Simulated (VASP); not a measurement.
Band structure of MoSe2 (2H layered). Level of theory: optB88-vdW, VASP's PBE PAW potentials (set 64) (plane waves; VASP).

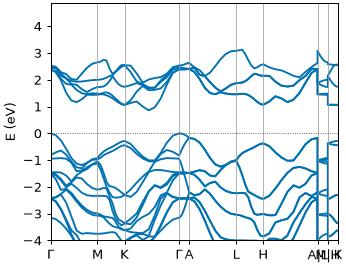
*Bands along high-symmetry lines, zero at the valence-band maximum or, without a gap, the Fermi level*

Problem. Read the plot: is there a gap, and where are the band edges?

Solution. The gap is indirect, 0.86 eV, from the valence maximum at Γ to the conduction minimum at K-Γ at 0.44. (Edges off the drawn lines would not show.)

Measured: gap 1.09 eV (computed value off by -0.23 eV), as given by Li et al., (2013), arXiv:1302.0733.

The compound is MoSe2 in the 2H layered structure. It was relaxed first.
